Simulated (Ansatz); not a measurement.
WH7OF: nudged elastic band

System: WH7OF.
Method: RHF/def2-SVP (Ansatz 0.2.0).

It belongs to a series of runs on one base structure; here: band between the two ends. Figures and captions count atoms from 1; the log counts them from 0 in places.

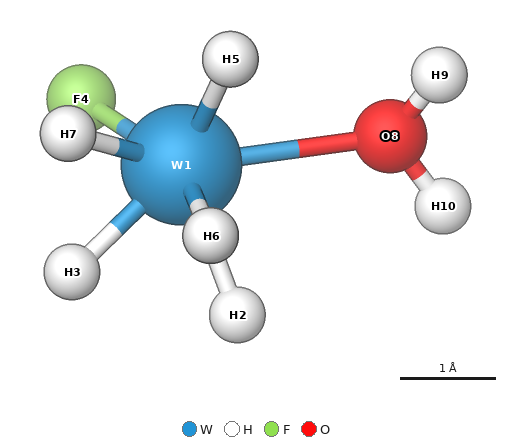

Fig. 1: The structure as given in the input (ball-and-stick view, seen at a tilt; atoms are numbered from 1 in the order of the input). Sticks mark near contacts. Bond lengths as drawn: F–W 1.91 Å, H–O 0.95 Å, H–W 1.65 to 1.70 Å and O–W 2.27 Å.

## Input file
```yaml
crystal:
  periodic: [false, false, false]
  atoms:
    - { symbol: W, position_ang: [0.392912, 0.333832, -0.161047] }
    - { symbol: H, position_ang: [1.517425, -0.778911, 0.45067] }
    - { symbol: H, position_ang: [0.437271, -1.051373, -1.063407] }
    - { symbol: F, position_ang: [0.949017, 1.384192, -1.652175] }
    - { symbol: H, position_ang: [-1.03981, 0.806557, 0.614099] }
    - { symbol: H, position_ang: [-0.359055, -0.963002, 0.645756] }
    - { symbol: H, position_ang: [-0.946633, -0.19332, -0.975228] }
    - { symbol: O, position_ang: [1.120119, 1.309279, 1.754452] }
    - { symbol: H, position_ang: [0.511866, 1.735876, 2.344541] }
    - { symbol: H, position_ang: [1.823386, 0.92307, 2.26074] }
basis:
  gaussian: { orbitals: def2-SVP }
hamiltonian:
  xc: hf
neb:
  order_check: false
  images: 5
  f_tol: 0.05
  max_iterations: 60
  final_atoms:
    - { symbol: W, position_ang: [-0.14106215, 0.76039252, -0.36452568] }
    - { symbol: H, position_ang: [1.41047187, -1.21400966, 3.26369829] }
    - { symbol: H, position_ang: [1.16347236, -0.21314345, -0.6782599] }
    - { symbol: F, position_ang: [-1.12952774, 1.93254942, -1.45900526] }
    - { symbol: H, position_ang: [-1.19657298, 0.32209515, 0.87341041] }
    - { symbol: H, position_ang: [-0.37191191, -0.87521673, -0.11505452] }
    - { symbol: H, position_ang: [-0.17919247, -0.11705514, -1.77585952] }
    - { symbol: O, position_ang: [1.20574562, 1.72144088, 0.51404925] }
    - { symbol: H, position_ang: [2.14857109, 1.67677633, 0.54546488] }
    - { symbol: H, position_ang: [1.49650433, -0.48762932, 3.41448303] }
  initial_path:
    images:
      - { positions_ang: [[0.392912, 0.333832, -0.161047], [1.517425, -0.778911, 0.45067], [0.437271, -1.051373, -1.063407], [0.949017, 1.384192, -1.652175], [-1.03981, 0.806557, 0.614099], [-0.359055, -0.963002, 0.645756], [-0.946633, -0.19332, -0.975228], [1.120119, 1.309279, 1.754452], [0.511866, 1.735876, 2.344541], [1.823386, 0.92307, 2.26074]] }
      - { positions_ang: [[0.21578454, 0.25253409, -0.06770269], [1.08831724, -0.43162548, 1.0166294], [0.79288099, -0.81710288, -0.75624751], [0.73284615, 1.54683218, -1.13900057], [-1.28688724, 0.71385106, 0.53603278], [-0.42156944, -1.16433537, 0.54195277], [-0.77932984, -0.14681886, -1.17262322], [1.33241092, 1.28983499, 1.30169135], [1.15511747, 1.38145316, 1.85032883], [1.57692721, 0.8815771, 2.10733985]] }
      - { positions_ang: [[0.03865708, 0.17123619, 0.02564161], [0.65920948, -0.08433995, 1.58258881], [1.14849098, -0.58283276, -0.44908801], [0.51667529, 1.70947236, -0.62582615], [-1.53396448, 0.62114513, 0.45796657], [-0.48408387, -1.36566875, 0.43814955], [-0.61202668, -0.10031772, -1.37001844], [1.54470285, 1.27039098, 0.8489307], [1.79836893, 1.02703031, 1.35611666], [1.33046842, 0.8400842, 1.9539397]] }
      - { positions_ang: [[-0.13847038, 0.08993828, 0.11898592], [0.23010172, 0.26294557, 2.14854821], [1.50410096, -0.34856264, -0.14192852], [0.30050444, 1.87211254, -0.11265172], [-1.78104171, 0.52843919, 0.37990035], [-0.54659831, -1.56700212, 0.33434632], [-0.44472351, -0.05381658, -1.56741366], [1.75699477, 1.25094697, 0.39617005], [2.4416204, 0.67260747, 0.86190449], [1.08400963, 0.7985913, 1.80053955]] }
      - { positions_ang: [[-0.1393343, 0.31342302, -0.04218461], [0.62355843, -0.22937284, 2.5202649], [1.39055809, -0.30342291, -0.32070564], [-0.17617296, 1.89225817, -0.56143623], [-1.5862188, 0.45965785, 0.54440371], [-0.48836951, -1.33640699, 0.18454604], [-0.35621317, -0.0748961, -1.63689562], [1.57324505, 1.40777828, 0.43546312], [2.34393729, 1.00733042, 0.75642462], [1.22150786, 0.3698511, 2.33852071]] }
      - { positions_ang: [[-0.14019822, 0.53690777, -0.20335514], [1.01701515, -0.72169125, 2.8919816], [1.27701523, -0.25828318, -0.49948277], [-0.65285035, 1.91240379, -1.01022074], [-1.39139589, 0.3908765, 0.70890706], [-0.43014071, -1.10581186, 0.03474576], [-0.26770282, -0.09597562, -1.70637757], [1.38949533, 1.56460958, 0.47475618], [2.24625419, 1.34205338, 0.65094475], [1.35900609, -0.05888911, 2.87650187]] }
      - { positions_ang: [[-0.14106215, 0.76039252, -0.36452568], [1.41047187, -1.21400966, 3.26369829], [1.16347236, -0.21314345, -0.6782599], [-1.12952774, 1.93254942, -1.45900526], [-1.19657298, 0.32209515, 0.87341041], [-0.37191191, -0.87521673, -0.11505452], [-0.17919247, -0.11705514, -1.77585952], [1.20574562, 1.72144088, 0.51404925], [2.14857109, 1.67677633, 0.54546488], [1.49650433, -0.48762932, 3.41448303]] }
```

Run on 1 thread of Arm Neoverse V1, 24 GiB of memory available, shared host.

Command:
```bash
ansatz run input.yaml --threads 1 --pin off --max-ram 2048MiB --backend cpu --events-out ev --progress --plain --runs-dir out
```

## Log
```
Engine: ansatz 0.2.0, aarch64-unknown-linux-gnu
Functional definition: HF
  exchange = exact_x
  correlation = 0
1017 factors; integrals over basis functions are off by at most 3.4e-4 eV
mean field evaluation 1: about -6650.7744 eV, gradient 3.8e1 eV
mean field evaluation 2: about -6650.9722 eV, gradient 3.8e1 eV
mean field evaluation 4: about -6653.9595 eV, gradient 4.5e0 eV
mean field evaluation 8: about -6654.0286 eV, gradient 1.4e-1 eV
mean field -6654.02873688 eV, -244.5310458176 hartree, gradient 3.9e-5 eV, S^2 0.000000; 0 other end points of the search recorded, 0 dependent functions left out
the calculation of the forces begins
reference -6654.02873688 eV, -244.5310458176 hartree; 19, 19 occupied and 76, 76 virtual orbitals, 1017 factors
1006 factors; integrals over basis functions are off by at most 4.6e-4 eV
mean field evaluation 16: about -6654.3240 eV, gradient 3.5e0 eV
mean field -6654.38034767 eV, -244.5439672760 hartree, gradient 1.2e-5 eV, S^2 0.000000; 0 other end points of the search recorded, 0 dependent functions left out
[... from here on the field's lines of each further geometry are left out, up to the last ...]
NEB iter   1: max|band force component| = 8.723e1 eV/Å  barrier→ = 20.1389 eV  barrier← = 20.4905 eV  Δτ_max = 0.2000 Å  (507 SCF iters)
NEB iter   2: max|band force component| = 2.006e1 eV/Å  barrier→ = 9.7514 eV  barrier← = 10.1030 eV  Δτ_max = 0.2000 Å  (256 SCF iters)
NEB iter   3: max|band force component| = 1.200e1 eV/Å  barrier→ = 6.5033 eV  barrier← = 6.8549 eV  Δτ_max = 0.2000 Å  (235 SCF iters)
NEB iter   4: max|band force component| = 4.986e0 eV/Å  barrier→ = 4.3609 eV  barrier← = 4.7125 eV  Δτ_max = 0.2000 Å  (232 SCF iters)
NEB iter   5: max|band force component| = 2.505e0 eV/Å  barrier→ = 3.2639 eV  barrier← = 3.6155 eV  Δτ_max = 0.1942 Å  (233 SCF iters)
NEB iter   6: max|band force component| = 2.223e0 eV/Å  barrier→ = 2.5549 eV  barrier← = 2.9066 eV  Δτ_max = 0.1955 Å  (220 SCF iters)
NEB iter   7: max|band force component| = 2.042e0 eV/Å  barrier→ = 2.1041 eV  barrier← = 2.4557 eV  Δτ_max = 0.1978 Å  (223 SCF iters)
NEB iter   8: max|band force component| = 1.710e0 eV/Å  barrier→ = 1.7632 eV  barrier← = 2.1148 eV  Δτ_max = 0.1997 Å  (222 SCF iters)
NEB iter   9: max|band force component| = 1.648e0 eV/Å  barrier→ = 1.4244 eV  barrier← = 1.7760 eV  Δτ_max = 0.1998 Å  (226 SCF iters)
NEB iter  10: max|band force component| = 1.653e0 eV/Å  barrier→ = 1.2988 eV  barrier← = 1.6504 eV  Δτ_max = 0.1016 Å  (223 SCF iters)
NEB iter  11: max|band force component| = 8.066e-1 eV/Å  barrier→ = 1.2594 eV  barrier← = 1.6110 eV  Δτ_max = 0.2000 Å  (220 SCF iters)
NEB iter  12: max|band force component| = 5.594e-1 eV/Å  barrier→ = 1.1105 eV  barrier← = 1.4621 eV  Δτ_max = 0.2000 Å  (220 SCF iters)
NEB iter  13: max|band force component| = 1.007e0 eV/Å  barrier→ = 0.8860 eV  barrier← = 1.2376 eV  Δτ_max = 0.1014 Å  (230 SCF iters)
NEB iter  14: max|band force component| = 1.001e0 eV/Å  barrier→ = 0.8211 eV  barrier← = 1.1727 eV  Δτ_max = 0.1014 Å  (221 SCF iters)
NEB iter  15: max|band force component| = 8.401e-1 eV/Å  barrier→ = 0.7074 eV  barrier← = 1.0590 eV  Δτ_max = 0.1027 Å  (223 SCF iters)
NEB iter  16: max|band force component| = 7.747e-1 eV/Å  barrier→ = 0.6363 eV  barrier← = 0.9879 eV  Δτ_max = 0.1005 Å  (221 SCF iters)
NEB iter  17: max|band force component| = 1.183e0 eV/Å  barrier→ = 0.5419 eV  barrier← = 0.8935 eV  Δτ_max = 0.0507 Å  (224 SCF iters)
NEB iter  18: max|band force component| = 1.074e0 eV/Å  barrier→ = 0.5555 eV  barrier← = 0.9071 eV  Δτ_max = 0.0505 Å  (228 SCF iters)
NEB iter  19: max|band force component| = 5.643e-1 eV/Å  barrier→ = 0.5567 eV  barrier← = 0.9083 eV  Δτ_max = 0.1000 Å  (224 SCF iters)
NEB iter  20: max|band force component| = 5.393e-1 eV/Å  barrier→ = 0.5416 eV  barrier← = 0.8933 eV  Δτ_max = 0.1003 Å  (224 SCF iters)
NEB iter  21: max|band force component| = 5.384e-1 eV/Å  barrier→ = 0.5018 eV  barrier← = 0.8534 eV  Δτ_max = 0.1002 Å  (225 SCF iters)
NEB iter  22: max|band force component| = 5.584e-1 eV/Å  barrier→ = 0.4663 eV  barrier← = 0.8179 eV  Δτ_max = 0.0995 Å  (223 SCF iters)
NEB iter  23: max|band force component| = 6.076e-1 eV/Å  barrier→ = 0.7298 eV  barrier← = 1.0815 eV  Δτ_max = 0.1000 Å  (223 SCF iters)
NEB iter  24: max|band force component| = 1.200e0 eV/Å  barrier→ = 0.5067 eV  barrier← = 0.8583 eV  CI = image 2  Δτ_max = 0.1014 Å  (221 SCF iters)
NEB iter  25: max|band force component| = 1.053e0 eV/Å  barrier→ = 0.6033 eV  barrier← = 0.9550 eV  CI = image 2  Δτ_max = 0.2000 Å  (219 SCF iters)
NEB iter  26: max|band force component| = 1.518e0 eV/Å  barrier→ = 0.8441 eV  barrier← = 1.1957 eV  CI = image 2  Δτ_max = 0.1963 Å  (219 SCF iters)
NEB iter  27: max|band force component| = 7.031e-1 eV/Å  barrier→ = 1.1838 eV  barrier← = 1.5354 eV  CI = image 2  Δτ_max = 0.2000 Å  (225 SCF iters)
NEB iter  28: max|band force component| = 1.614e0 eV/Å  barrier→ = 1.2071 eV  barrier← = 1.5587 eV  CI = image 2  Δτ_max = 0.0984 Å  (230 SCF iters)
NEB iter  29: max|band force component| = 6.687e-1 eV/Å  barrier→ = 1.1672 eV  barrier← = 1.5188 eV  CI = image 2  Δτ_max = 0.1980 Å  (223 SCF iters)
NEB iter  30: max|band force component| = 5.745e-1 eV/Å  barrier→ = 1.1842 eV  barrier← = 1.5359 eV  CI = image 2  Δτ_max = 0.1141 Å  (221 SCF iters)
NEB iter  31: max|band force component| = 4.164e-1 eV/Å  barrier→ = 1.1759 eV  barrier← = 1.5275 eV  CI = image 2  Δτ_max = 0.1959 Å  (224 SCF iters)
NEB iter  32: max|band force component| = 2.078e-1 eV/Å  barrier→ = 1.1728 eV  barrier← = 1.5244 eV  CI = image 2  Δτ_max = 0.0309 Å  (211 SCF iters)
NEB iter  33: max|band force component| = 9.275e-2 eV/Å  barrier→ = 1.1719 eV  barrier← = 1.5235 eV  CI = image 2  Δτ_max = 0.0530 Å  (203 SCF iters)
NEB iter  34: max|band force component| = 6.237e-2 eV/Å  barrier→ = 1.1712 eV  barrier← = 1.5228 eV  CI = image 2  Δτ_max = 0.0696 Å  (214 SCF iters)
NEB iter  35: max|band force component| = 5.223e-2 eV/Å  barrier→ = 1.1710 eV  barrier← = 1.5226 eV  CI = image 2  Δτ_max = 0.1028 Å  (213 SCF iters)
NEB iter  36: max|band force component| = 6.710e-2 eV/Å  barrier→ = 1.1709 eV  barrier← = 1.5225 eV  CI = image 2  Δτ_max = 0.0433 Å  (202 SCF iters)
NEB iter  37: max|band force component| = 5.214e-2 eV/Å  barrier→ = 1.1709 eV  barrier← = 1.5225 eV  CI = image 2  Δτ_max = 0.0516 Å  (192 SCF iters)
the calculation of the forces begins
reference -6654.27941515 eV, -244.5402580742 hartree; 19, 19 occupied and 76, 76 virtual orbitals, 1006 factors
1017 factors; integrals over basis functions are off by at most 1.7e-3 eV
mean field -6652.85782122 eV, -244.4880154608 hartree, gradient 1.7e-5 eV, S^2 0.000000; 1 other end points of the search recorded, 0 dependent functions left out
the calculation of the forces begins
reference -6652.85782122 eV, -244.4880154608 hartree; 19, 19 occupied and 76, 76 virtual orbitals, 1017 factors
NEB iter  38: max|band force component| = 4.568e-2 eV/Å  barrier→ = 1.1709 eV  barrier← = 1.5225 eV  CI = image 2  Δτ_max = 0.0000 Å  (460 SCF iters)
```

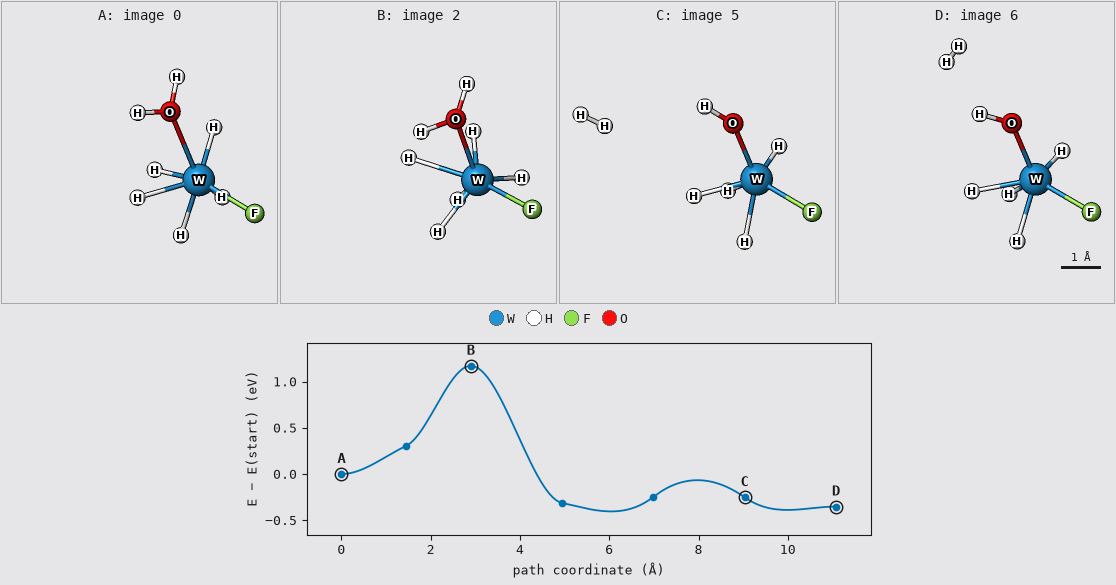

Fig. 2: Images of the last band (counted from 0; ball-and-stick, seen at a tilt) above the energy along the path; the line is a cubic interpolation that uses the forces. The highest image is number 2, 1.171 eV above the start and 1.523 eV above the end (the climbing image); the end lies 0.352 eV below the start. The path is 11.08 Å long. The band converged in 38 iterations.

```
Total energy: -6652.85782122 eV, -244.4880154608 hartree
Atom 0 at     0.391646     0.316161    -0.124219 Å, force    -0.001815     0.000058    -0.000802 eV/Å
Atom 1 at     0.884032    -0.676890     1.378758 Å, force     0.000617     0.001042    -0.000127 eV/Å
Atom 2 at     1.059230    -1.140898    -0.613250 Å, force     0.000028    -0.000417     0.000564 eV/Å
Atom 3 at     0.783629     1.326551    -1.688558 Å, force     0.000358     0.000652    -0.001255 eV/Å
Atom 4 at    -0.748126     0.424836     1.096454 Å, force     0.000383    -0.000067     0.000603 eV/Å
Atom 5 at    -0.602001    -1.016095    -0.036112 Å, force     0.000465    -0.001038    -0.000697 eV/Å
Atom 6 at    -1.180980     0.563846    -0.561289 Å, force    -0.000240     0.000393    -0.000326 eV/Å
Atom 7 at     1.467235     1.401309     1.277462 Å, force    -0.000838    -0.002023    -0.000439 eV/Å
Atom 8 at     1.103326     2.058668     1.855064 Å, force     0.000989     0.000856     0.001056 eV/Å
Atom 9 at     1.248507     0.248712     1.634091 Å, force     0.000054     0.000544     0.001422 eV/Å
Dipole moment:     0.057259     0.199595     0.577142 e Å
this run last wrote the band of iteration 38 to [file]
```

## The last band as extended XYZ (Å, eV, eV/Å)
```
10
Properties=species:S:1:pos:R:3:forces:R:3 image=0 energy=-6654.02874
W     0.3929    0.3338   -0.1610    0.0049   0.0035   0.0146
H     1.5174   -0.7789    0.4507   -0.0014   0.0018  -0.0009
H     0.4373   -1.0514   -1.0634    0.0002  -0.0041  -0.0037
F     0.9490    1.3842   -1.6522    0.0008   0.0018  -0.0047
H    -1.0398    0.8066    0.6141    0.0018  -0.0012  -0.0005
H    -0.3591   -0.9630    0.6458   -0.0010   0.0010  -0.0010
H    -0.9466   -0.1933   -0.9752   -0.0041  -0.0020  -0.0024
O     1.1201    1.3093    1.7545   -0.0043  -0.0004  -0.0131
H     0.5119    1.7359    2.3445   -0.0036   0.0031   0.0054
H     1.8234    0.9231    2.2607    0.0069  -0.0036   0.0063
10
Properties=species:S:1:pos:R:3:forces:R:3 image=1 energy=-6653.72437
W     0.3413    0.2660   -0.0956   -0.0173  -0.0167   0.0074
H     1.0529   -0.9426    0.8911    0.0278  -0.0643  -0.1116
H     0.7295   -1.0528   -1.0457   -0.1164  -0.0025  -0.0961
F     0.9471    1.5076   -1.4421    0.0432   0.0173   0.0469
H    -0.9971    0.3328    0.9510   -0.0544   0.0079  -0.0257
H    -0.5158   -1.1188    0.1475   -0.0109  -0.0102   0.0654
H    -1.0718    0.0771   -0.9692    0.0217  -0.0947  -0.0870
O     1.3393    1.4056    1.5681   -0.0026  -0.0092   0.0527
H     1.0228    2.2206    1.9384    0.0261   0.0417  -0.0009
H     1.5583    0.8106    2.2748    0.0827   0.1307   0.1489
10
Properties=species:S:1:pos:R:3:forces:R:3 image=2 energy=-6652.85782
W     0.3916    0.3162   -0.1242   -0.0018   0.0001  -0.0008
H     0.8840   -0.6769    1.3788    0.0006   0.0010  -0.0001
H     1.0592   -1.1409   -0.6132    0.0000  -0.0004   0.0006
F     0.7836    1.3266   -1.6886    0.0004   0.0007  -0.0013
H    -0.7481    0.4248    1.0965    0.0004  -0.0001   0.0006
H    -0.6020   -1.0161   -0.0361    0.0005  -0.0010  -0.0007
H    -1.1810    0.5638   -0.5613   -0.0002   0.0004  -0.0003
O     1.4672    1.4013    1.2775   -0.0008  -0.0020  -0.0004
H     1.1033    2.0587    1.8551    0.0010   0.0009   0.0011
H     1.2485    0.2487    1.6341    0.0001   0.0005   0.0014
10
Properties=species:S:1:pos:R:3:forces:R:3 image=3 energy=-6654.34097
W     0.3380    0.6452   -0.3919    0.0004   0.0126  -0.0107
H     0.9273   -1.4099    2.3339    0.0071  -0.0384   0.0535
H     0.9860   -0.8927   -0.6276    0.0082   0.0164  -0.0016
F     0.5518    1.5155   -2.0467   -0.0199   0.0118  -0.0208
H    -0.7282    0.8722    0.8583    0.0004   0.0168  -0.0113
H    -0.6525   -0.6541   -0.0403    0.0062   0.0091  -0.0030
H    -1.2524    0.8966   -0.7972   -0.0042   0.0047  -0.0170
O     1.4729    1.4708    0.8542   -0.0136   0.0157  -0.0270
H     1.3445    1.9162    1.6770    0.0032   0.0028  -0.0060
H     1.4191   -0.8534    2.3985    0.0123  -0.0516   0.0438
10
Properties=species:S:1:pos:R:3:forces:R:3 image=4 energy=-6654.27609
W     0.1777    0.8048   -0.6079    0.0845  -0.0329  -0.0369
H     1.2085   -1.7497    3.0322   -0.0040  -0.0021  -0.0015
H     1.1346   -0.5720   -0.6322    0.0475  -0.1056  -0.1221
F    -0.0160    1.5015   -2.3501    0.1815  -0.1158  -0.0824
H    -0.8398    1.0375    0.6828    0.1432  -0.0544   0.0037
H    -0.4412   -0.5500    0.1438    0.0815  -0.0528  -0.0426
H    -1.4229    0.4966   -0.9250   -0.3570   0.2375   0.2042
O     1.2980    1.9238    0.3779    0.0318  -0.0134  -0.0436
H     1.4191    2.4287    1.1630   -0.2123   0.1372   0.1193
H     1.8886   -1.8152    3.3339    0.0034   0.0023   0.0019
10
Properties=species:S:1:pos:R:3:forces:R:3 image=5 energy=-6654.27941
W    -0.1636    0.9169   -0.4782   -0.1321   0.0359   0.0580
H     1.4349   -1.5668    3.0792    0.0012  -0.0014  -0.0031
H     1.0020   -0.2394   -0.2335   -0.0529   0.1023   0.1267
F    -0.6852    1.6879   -2.1178   -0.1684   0.0952   0.0650
H    -1.4061    1.0479    0.6412   -0.1472   0.0524  -0.0206
H    -0.6278   -0.4793    0.3098   -0.0453   0.0374   0.0209
H    -0.2911   -0.4248   -1.4500    0.3508  -0.2050  -0.1698
O     1.0904    2.0291    0.3386    0.0109   0.0384   0.0330
H     1.9389    2.1103    0.7393    0.1832  -0.1564  -0.1144
H     2.1141   -1.5757    3.3899   -0.0003   0.0012   0.0043
10
Properties=species:S:1:pos:R:3:forces:R:3 image=6 energy=-6654.38035
W    -0.1411    0.7604   -0.3645    0.0002  -0.0031  -0.0042
H     1.4105   -1.2140    3.2637    0.0017  -0.0024  -0.0003
H     1.1635   -0.2131   -0.6783   -0.0018  -0.0022   0.0010
F    -1.1295    1.9325   -1.4590    0.0014   0.0000  -0.0011
H    -1.1966    0.3221    0.8734    0.0060   0.0017   0.0036
H    -0.3719   -0.8752   -0.1151   -0.0019   0.0001  -0.0011
H    -0.1792   -0.1171   -1.7759    0.0009   0.0020  -0.0018
O     1.2057    1.7214    0.5140   -0.0060   0.0046   0.0032
H     2.1486    1.6768    0.5455   -0.0001  -0.0036   0.0003
H     1.4965   -0.4876    3.4145   -0.0003   0.0029   0.0005
```

## Key numbers

```json
{"quantity": "outcome", "value": "converged"}
{"quantity": "barrier, forward", "value": "1.171 eV"}
{"quantity": "barrier, backward", "value": "1.522 eV"}
{"quantity": "wall time", "value": "6.6 min"}
{"quantity": "peak memory", "value": "0.21 GiB"}
```

## Notes

The order of the saddle point was not checked.
